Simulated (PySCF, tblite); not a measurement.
**C₃H₁₁ClN₂Si₃: geometry, infrared bands and NMR shifts**

Aim: predict the infrared bands and NMR shifts of C₃H₁₁ClN₂Si₃ (`N#CC[Si@H](Cl)CN([SiH3])[SiH3]`).

Computed with tblite 0.8.0 and PySCF 2.14.0, with density-fitted response routines of our own, on a single molecule in the gas phase. Atoms are numbered from 0 throughout.

## 1. The molecule as given

20 atoms, charge 0, multiplicity 1; geometry from: force field or distance geometry start.

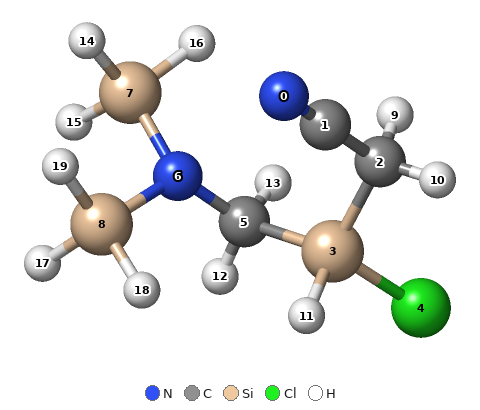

As it starts; nitrogen blue, carbon grey, silicon light orange, chlorine green, hydrogen white, atoms numbered; sticks join atoms by distance.

## 2. Geometry optimisation with GFN2-xTB

The job: settings as JSON, then the geometry in Å.

```
{"job": {"kind": "relax", "xc": "GFN2-xTB", "basis": "xTB"}, "charge": 0, "multiplicity": 1}
N      2.105100     1.930000     1.410700
C      2.284600     1.123400     0.597700
C      2.567400     0.097300    -0.407500
Si     1.425800    -1.354600    -0.269800
Cl     2.100900    -2.834600    -1.528300
C     -0.356300    -0.944900    -0.765300
N     -0.949100     0.163000     0.018100
Si    -1.908100     1.383600    -0.710000
Si    -1.633700    -0.059300     1.589000
H      2.454800     0.544000    -1.403100
H      3.595700    -0.231900    -0.319700
H      1.480700    -1.962700     1.101300
H     -0.982900    -1.843700    -0.708300
H     -0.286100    -0.669600    -1.827000
H     -2.017000     2.600300     0.131400
H     -3.242800     0.809600    -1.035700
H     -1.220000     1.735500    -1.971300
H     -2.952800    -0.731700     1.439900
H     -0.734500    -0.968000     2.323300
H     -1.736700     1.224900     2.331600
```

Started as:

```console
OMP_NUM_THREADS=1 python probes_run.py task.json out
```

One launch serves the whole session: the jobs run in the order shown.

Output:

```text
step      E/eV     max force
  0    -752.38402    2.137
  1    -752.46803    4.885
  2    -752.51718    2.703
  3    -752.58574    0.460
  4    -752.60873    0.385
  5    -752.65473    1.029
  6    -752.67556    0.664
  7    -752.68988    0.242
  8    -752.69886    0.407
  9    -752.70792    0.511
 10    -752.71581    0.365
 11    -752.72344    0.200
 12    -752.73186    0.346
 13    -752.74199    0.499
 14    -752.75236    0.426
 15    -752.76037    0.173
 16    -752.76500    0.131
 17    -752.76826    0.170
 18    -752.77172    0.182
 19    -752.77514    0.143
 20    -752.77784    0.094
 21    -752.77977    0.087
 22    -752.78143    0.123
 23    -752.78332    0.154
 24    -752.78530    0.122
 25    -752.78667    0.093
 26    -752.78742    0.078
 27    -752.78802    0.083
 28    -752.78873    0.095
 29    -752.78947    0.067
 30    -752.79009    0.067
 31    -752.79060    0.070
 32    -752.79124    0.083
 33    -752.79221    0.096
 34    -752.79368    0.107
 35    -752.79574    0.135
 36    -752.79835    0.139
 37    -752.80127    0.169
 38    -752.80392    0.160
 39    -752.80588    0.081
 40    -752.80732    0.104
 41    -752.80894    0.143
 42    -752.81125    0.170
 43    -752.81401    0.157
 44    -752.81670    0.129
 45    -752.81920    0.135
 46    -752.82167    0.174
 47    -752.82430    0.157
 48    -752.82702    0.147
 49    -752.82948    0.143
 50    -752.83208    0.160
 51    -752.83585    0.225
 52    -752.84025    0.222
 53    -752.84231    0.253
 54    -752.84592    0.123
 55    -752.84773    0.096
 56    -752.84988    0.133
 57    -752.85143    0.126
 58    -752.85312    0.066
 59    -752.85415    0.068
 60    -752.85536    0.078
 61    -752.85716    0.126
 62    -752.85967    0.135
 63    -752.86185    0.091
 64    -752.86290    0.062
 65    -752.86332    0.058
 66    -752.86366    0.046
 67    -752.86406    0.034
 68    -752.86445    0.037
 69    -752.86471    0.041
 70    -752.86492    0.040
 71    -752.86514    0.034
 72    -752.86538    0.033
 73    -752.86560    0.035
 74    -752.86576    0.029
 75    -752.86587    0.027
 76    -752.86597    0.028
 77    -752.86608    0.026
 78    -752.86622    0.025
 79    -752.86637    0.025
 80    -752.86652    0.027
 81    -752.86665    0.022
 82    -752.86677    0.024
 83    -752.86689    0.029
 84    -752.86705    0.038
 85    -752.86727    0.041
 86    -752.86757    0.046
 87    -752.86788    0.038
 88    -752.86812    0.028
 89    -752.86832    0.032
 90    -752.86854    0.045
 91    -752.86882    0.047
 92    -752.86910    0.035
 93    -752.86929    0.030
 94    -752.86944    0.028
 95    -752.86958    0.029
 96    -752.86973    0.027
 97    -752.86985    0.019
 98    -752.86991    0.018
 99    -752.86996    0.017
100    -752.87003    0.020
101    -752.87012    0.021
102    -752.87021    0.016
103    -752.87026    0.014
104    -752.87028    0.014
105    -752.87032    0.016
106    -752.87038    0.019
107    -752.87046    0.047
108    -752.87054    0.042
109    -752.87061    0.019
110    -752.87067    0.015
111    -752.87071    0.017
112    -752.87078    0.017
113    -752.87087    0.019
114    -752.87096    0.020
115    -752.87105    0.021
116    -752.87114    0.023
117    -752.87124    0.022
118    -752.87136    0.022
119    -752.87151    0.027
120    -752.87165    0.022
121    -752.87175    0.016
122    -752.87180    0.024
123    -752.87184    0.020
124    -752.87194    0.018
125    -752.87205    0.025
126    -752.87216    0.020
127    -752.87222    0.018
128    -752.87225    0.018
129    -752.87230    0.017
130    -752.87237    0.024
131    -752.87247    0.023
132    -752.87257    0.017
133    -752.87262    0.012
134    -752.87265    0.013
135    -752.87266    0.011
136    -752.87267    0.006
```

Run time: 5.9 s. Hardware: 1 thread of Intel Xeon at 2.50GHz, shared host; peak memory 0.18 GiB.

Relaxation path: (not every step is listed)

```
step  energy from step 0 (eV)  largest force (eV/Å)
   0                   0.0000                2.1371
   1                  -0.0840                4.8848
   2                  -0.1332                2.7031
   3                  -0.2017                0.4602
   4                  -0.2247                0.3851
   5                  -0.2707                1.0290
   6                  -0.2915                0.6638
   7                  -0.3059                0.2417
   8                  -0.3148                0.4066
  20                  -0.3938                0.0941
  32                  -0.4072                0.0830
  44                  -0.4327                0.1293
  56                  -0.4659                0.1328
  68                  -0.4804                0.0373
  80                  -0.4825                0.0273
  92                  -0.4851                0.0350
 104                  -0.4863                0.0139
 116                  -0.4871                0.0226
 128                  -0.4882                0.0176
 131                  -0.4885                0.0235
 132                  -0.4886                0.0169
 133                  -0.4886                0.0122
 134                  -0.4886                0.0130
 135                  -0.4886                0.0108
 136                  -0.4887                0.0057
```

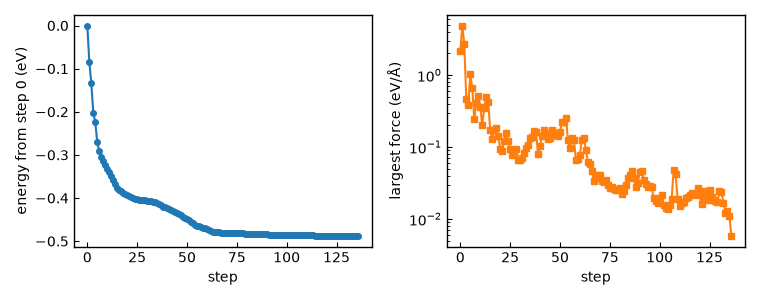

Energy and force, step by step.

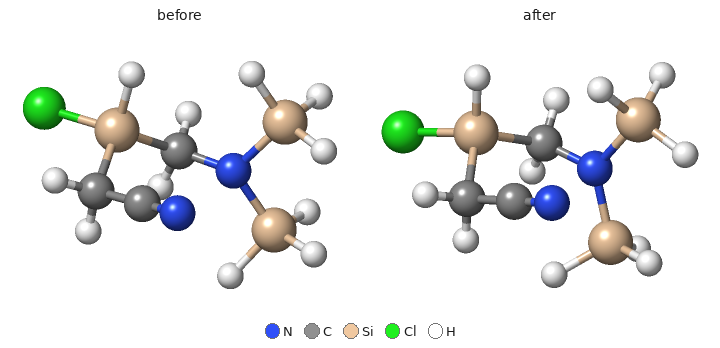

The geometry before (left) and after (right).

Distances of close pairs at the start and the end, largest changes first:

```
   bond  before (Å)  after (Å)  change (Å)
 C2–Si3       1.852      1.921      +0.069
Si3–H11       1.501      1.463      -0.038
  C1–C2       1.464      1.429      -0.035
Si8–H19       1.487      1.452      -0.035
Si7–H14       1.483      1.452      -0.031
Si3–Cl4       2.057      2.028      -0.029
  C5–N6       1.481      1.456      -0.024
 N6–Si7       1.715      1.735      +0.020
```

The end geometry stands in the next job.

## 3. Harmonic vibrations with GFN2-xTB

The job: settings as JSON, then the geometry in Å.

```
{"job": {"kind": "ir", "xc": "GFN2-xTB", "basis": "xTB"}, "charge": 0, "multiplicity": 1}
N      1.626494     1.743452     1.602221
C      1.892404     1.086283     0.704386
C      2.239676     0.251146    -0.402359
Si     1.275437    -1.410174    -0.362064
Cl     1.970639    -2.515560    -1.913399
C     -0.596392    -1.119770    -0.621676
N     -1.110294     0.061977     0.056949
Si    -1.446966     1.453025    -0.923113
Si    -1.489994    -0.116938     1.743433
H      2.020430     0.794340    -1.324379
H      3.316346     0.067934    -0.369510
H      1.589471    -2.118629     0.878887
H     -1.144481    -2.004046    -0.277614
H     -0.803507    -1.037930    -1.693126
H     -1.525682     2.601305    -0.037288
H     -2.686914     1.245121    -1.685176
H     -0.350022     1.588553    -1.893003
H     -2.535729    -1.145640     1.863812
H     -0.290317    -0.590752     2.439165
H     -1.955746     1.176979     2.210819
```

Output:

```text
mode    cm-1     km/mol
  1     -42.3      2.80
  2      23.8      0.06
  3      42.0      5.26
  4      64.4      0.51
  5      86.0      1.07
  6      94.7      4.43
  7     113.6     11.03
  8     127.0      0.16
  9     170.7      7.27
 10     186.0      3.68
 11     232.6      4.92
 12     292.8      0.12
 13     306.1      2.42
 14     371.1      2.15
 15     436.2      6.31
 16     519.1     66.75
 17     546.0      6.74
 18     556.2     39.71
 19     571.0      5.01
 20     584.1    117.28
 21     604.7     50.55
 22     623.5      3.01
 23     651.6    371.85
 24     681.0     29.20
 25     734.2      7.71
 26     739.3     30.06
 27     751.3    306.10
 28     771.3    251.29
 29     774.6    150.09
 30     784.6    124.25
 31     808.6    419.99
 32     818.4    540.48
 33     834.1    113.34
 34     988.7    168.59
 35    1012.9     22.34
 36    1073.2      0.57
 37    1136.3    117.78
 38    1181.1    123.62
 39    1232.6     77.29
 40    1276.3      9.76
 41    1399.4     11.31
 42    1472.8      0.89
 43    2174.2     39.27
 44    2179.9    728.24
 45    2201.9    230.77
 46    2233.1    152.26
 47    2258.3    279.38
 48    2340.6     31.22
 49    2356.5    468.74
 50    2402.9    307.22
 51    2893.1     37.68
 52    2923.3     32.96
 53    2960.8      7.75
 54    2969.1     18.72
```

It took 4.2 s on 1 thread of Intel Xeon at 2.50GHz, shared host; peak memory 0.18 GiB.

The strongest bands and the atoms that carry them (share of the mass-weighted mode):

```
cm⁻¹  km/mol                                   atoms
 652   371.9                                H11 70 %
 751   306.1  H14 40 %, H19 17 %, H15 12 %, H16 11 %
 809   420.0  H17 30 %, H18 26 %, H16 12 %, H15 11 %
 818   540.5  H18 23 %, H17 22 %, H16 20 %, H15 19 %
2180   728.2            H17 44 %, H16 39 %, H15 12 %
2258   279.4                                H11 90 %
2356   468.7                      H14 52 %, H19 44 %
2403   307.2                        C1 60 %, N0 39 %
```

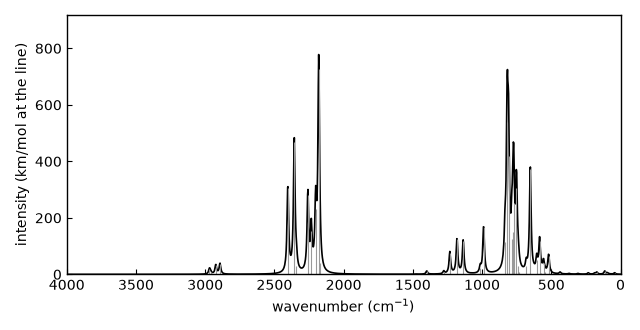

The infrared spectrum from these modes, unscaled. Lines are broadened to a width of 14 cm⁻¹ (Lorentzian).

## 4. Shielding tensors: PBE0/pcSseg-1

The job, as its differences from that of step 3:

```diff
@@ -1,2 +1,2 @@
-{"job": {"kind": "ir", "xc": "GFN2-xTB", "basis": "xTB"}, "charge": 0, "multiplicity": 1}
+{"job": {"kind": "nmr", "xc": "PBE0", "basis": "pcSseg-1"}, "charge": 0, "multiplicity": 1}
 N      1.626494     1.743452     1.602221
```

Level: GIAO PBE0/pcSseg-1 NMR shielding, non-relativistic, gas phase.

Output:

```text
coarse grid: 18704 points
cycle   1  E = -1558.1776388269  dE =  8.400e-01  |g| = 5.925e-01  |ddm| = 4.161e+00
cycle   2  E = -1558.0084030222  dE =  1.692e-01  |g| = 1.060e+00  |ddm| = 1.486e+00
cycle   3  E = -1558.2551316864  dE = -2.467e-01  |g| = 1.866e-01  |ddm| = 9.641e-01
cycle   4  E = -1558.2617918580  dE = -6.660e-03  |g| = 6.763e-02  |ddm| = 1.669e-01
cycle   5  E = -1558.2626631428  dE = -8.713e-04  |g| = 2.363e-02  |ddm| = 7.059e-02
cycle   6  E = -1558.2627848237  dE = -1.217e-04  |g| = 3.456e-03  |ddm| = 2.462e-02
cycle   7  E = -1558.2627872713  dE = -2.448e-06  |g| = 8.265e-04  |ddm| = 4.347e-03
final grid: 162224 points
cycle   8  E = -1558.3096735481  dE = -3.299e-05  |g| = 6.773e-03  |ddm| = 2.764e-02
cycle   9  E = -1558.3096669811  dE =  6.567e-06  |g| = 8.438e-03  |ddm| = 1.345e-02
cycle  10  E = -1558.3096834140  dE = -1.643e-05  |g| = 1.439e-03  |ddm| = 8.352e-03
cycle  11  E = -1558.3096838098  dE = -3.958e-07  |g| = 4.203e-04  |ddm| = 1.491e-03
cycle  12  E = -1558.3096838376  dE = -2.785e-08  |g| = 1.961e-04  |ddm| = 3.519e-04
cycle  13  E = -1558.3096838456  dE = -7.986e-09  |g| = 4.430e-05  |ddm| = 1.511e-04
cycle  14  E = -1558.3096838460  dE = -4.015e-10  |g| = 1.048e-05  |ddm| = 4.376e-05
converged SCF energy = -1558.3096838460

GIAO shielding tensors (ppm)
atom      isotropic    diamagn.    paramagn.     s11        s22        s33       span
  0 N      -32.000     341.262    -373.262   -201.656   -190.923    296.578    498.234
  1 C       64.767     263.557    -198.790    -52.175    -44.116    290.592    342.767
  2 C      182.451     257.665     -75.214    170.573    178.862    197.918     27.346
  3 Si     353.795     878.819    -525.024    337.211    357.045    367.129     29.917
  4 Cl     973.728    1147.866    -174.138    944.812    982.059    994.313     49.500
  5 C      143.985     250.037    -106.052    114.113    133.389    184.453     70.340
  6 N      278.719     331.630     -52.911    261.467    267.242    307.447     45.980
  7 Si     390.493     882.703    -492.210    339.710    357.881    473.888    134.178
  8 Si     390.725     882.667    -491.942    341.843    362.256    468.076    126.233
  9 H       29.536      31.956      -2.420     26.425     28.036     34.148      7.723
 10 H       29.722      26.730       2.992     24.078     28.798     36.289     12.210
 11 H       25.953      29.095      -3.141     22.019     25.222     30.619      8.600
 12 H       28.484      31.219      -2.735     23.487     28.512     33.453      9.966
 13 H       28.913      32.138      -3.225     23.854     28.843     34.041     10.187
 14 H       26.823      31.945      -5.122     23.598     25.021     31.850      8.252
 15 H       26.903      30.179      -3.277     22.777     24.777     33.154     10.377
 16 H       27.009      32.690      -5.680     22.776     27.333     30.918      8.143
 17 H       27.048      30.387      -3.340     23.411     24.901     32.831      9.420
 18 H       26.711      32.310      -5.600     22.676     26.675     30.781      8.105
 19 H       27.071      31.617      -4.546     23.553     25.479     32.182      8.629
```

Run time: 2.1 min. Hardware: 1 thread of Intel Xeon at 2.50GHz, shared host; peak memory 1.2 GiB.

The references, computed at this level on geometries of the same kind, shield at (ppm): ¹H TMS 31.72, ¹³C TMS 186.9, ²⁹Si TMS 349.2, ¹⁵N NH3 267.7, ³⁵Cl HCl 950. Their shielding less the atom's gives the shift. The references are single molecules in the gas phase, so shifts against H2O, NH3, PH3, H3PO4 or CFCl3 are not on the usual liquid scales and can be off by tens of ppm. Atoms listed in one row are averaged.

```
                       atoms                                          environment  σ (ppm)  δ (ppm)  δ scaled to CDCl3
                          C1                                       nitrile carbon     64.8    122.2              117.3
                          C5                           sp3 CH2 bonded to N and Si    144.0     42.9               40.0
                          C2                 sp3 CH2 bonded to Si, α to a nitrile    182.5      4.5                2.5
                         H11              hydrogen on a silicon bonded to 2 C, Cl    25.95     5.76                  –
H14, H15, H16, H17, H18, H19                    hydrogen on a silicon bonded to N    26.93     4.79                  –
                         H12            hydrogen on an sp3 CH2 bonded to N and Si    28.48     3.23               3.15
                         H13            hydrogen on an sp3 CH2 bonded to N and Si    28.91     2.80               2.75
                          H9  hydrogen on an sp3 CH2 bonded to Si, α to a nitrile    29.54     2.18               2.16
                         H10  hydrogen on an sp3 CH2 bonded to Si, α to a nitrile    29.72     2.00               1.99
                          N0                                     nitrile nitrogen    -32.0    299.7                  –
                          N6                           nitrogen bonded to C, 2 Si    278.7    -11.0                  –
                         Si3                         silicon bonded to 2 C, Cl, H    353.8     -4.6                  –
                    Si7, Si8                             silicon bonded to N, 3 H    390.6    -41.5                  –
                         Cl4                                chlorine bonded to Si      974      -24                  –
```

The scaled column applies a straight-line fit of computed shieldings to shifts measured in CDCl3, with any fitted terms for Cl, Br or S neighbours (root-mean-square error 0.16 ppm for H, 1.9 ppm for C).

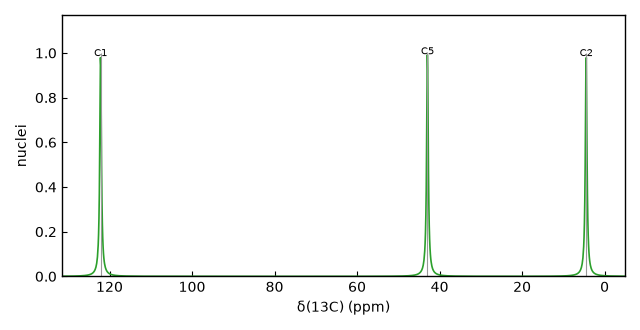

¹³C lines at the computed shifts, without couplings. Lines are broadened to a width of 0.47 ppm (Lorentzian).

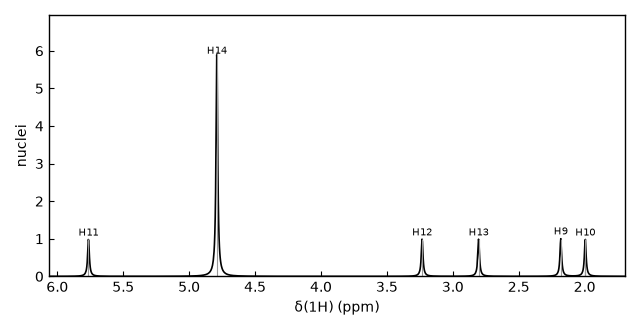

¹H lines at the computed shifts, without couplings. Lines are broadened to a width of 0.02 ppm (Lorentzian).

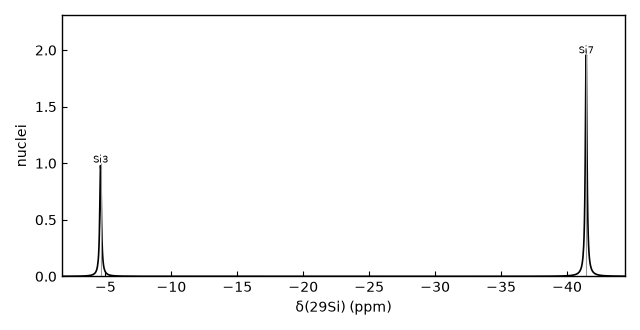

²⁹Si lines at the computed shifts, without couplings. Lines are broadened to a width of 0.15 ppm (Lorentzian).

Charges from the same density, by scheme (e):

```
   atoms  Mulliken    IAO  Hirshfeld  ESP fit
      N0     -0.26  -0.26      -0.22    -0.51
      C1      0.05   0.15       0.09     0.47
      C2     -0.51  -0.59      -0.13    -0.56
     Si3      0.84   0.95       0.38     0.49
     Cl4     -0.32  -0.31      -0.12    -0.20
      C5     -0.27  -0.42      -0.11    -0.44
      N6     -0.94  -0.78      -0.26    -0.28
Si7, Si8      0.63   0.74       0.34     0.42
```

Mulliken charges:

N0 -0.26; C1 0.05; C2 -0.51; Si3 0.84; Cl4 -0.32; C5 -0.27; N6 -0.94; Si7 0.63; Si8 0.64; H9 0.21; H10 0.20; H11 -0.02; H12 0.16; H13 0.16; H14 -0.07; H15 -0.09; H16 -0.12; H17 -0.10; H18 -0.08; H19 -0.08

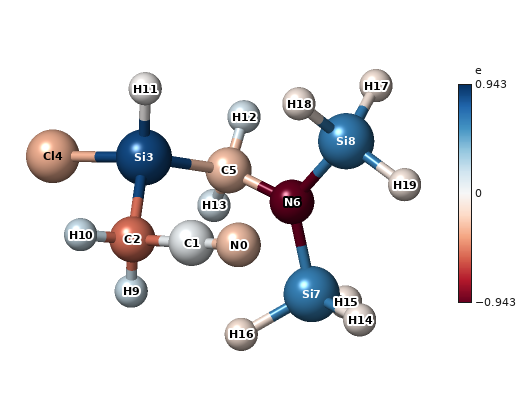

Mulliken charges, as colours on the atoms.

Mayer bond orders: N0–C1 2.99, C1–C2 1.04, C2–Si3 0.84, Si3–Cl4 0.97, Si3–C5 0.92, C5–N6 0.91, N6–Si7 0.90, N6–Si8 0.89.

## 5. Outcome

| quantity | value |
| --- | --- |
| strongest single infrared mode (GFN2-xTB) | 2180 cm⁻¹, 728 km/mol |
| zero-point energy (GFN2-xTB) | 79.4 kcal/mol |
| ¹³C shifts against TMS (PBE0/pcSseg-1) | 122.2, 42.9, 4.5 ppm |
| ¹H shifts against TMS (PBE0/pcSseg-1, means over atoms taken as alike) | 5.76, 4.79, 3.23, 2.80, 2.18, 2.00 ppm |
| ¹⁵N shifts against NH3 (PBE0/pcSseg-1) | 299.7, -11.0 ppm |
| ²⁹Si shifts against TMS (PBE0/pcSseg-1, means over atoms taken as alike) | -4.6, -41.5 ppm |
| ³⁵Cl shifts against HCl (PBE0/pcSseg-1) | -24 ppm |

What this shows: Relaxing lowered the energy by 0.489 eV in 136 steps; the close pair that moved most is C2–Si3, from 1.852 to 1.921 Å. The lowest mode is imaginary (42i cm⁻¹), so the xTB geometry is not a minimum. The strongest single mode, at 2180 cm⁻¹, moves mainly H17 and H16. Unscaled tight-binding wavenumbers are off by several per cent, some by more. Its intensities can rank the bands wrongly. C1 (nitrile carbon) lies farthest downfield among carbon, at 122.2 ppm; this is the usual window of a C≡N carbon, which has no attached hydrogen. At PBE0/pcSseg-1: The widest tensor belongs to N0: span 498 ppm, with a paramagnetic part of -373 ppm.
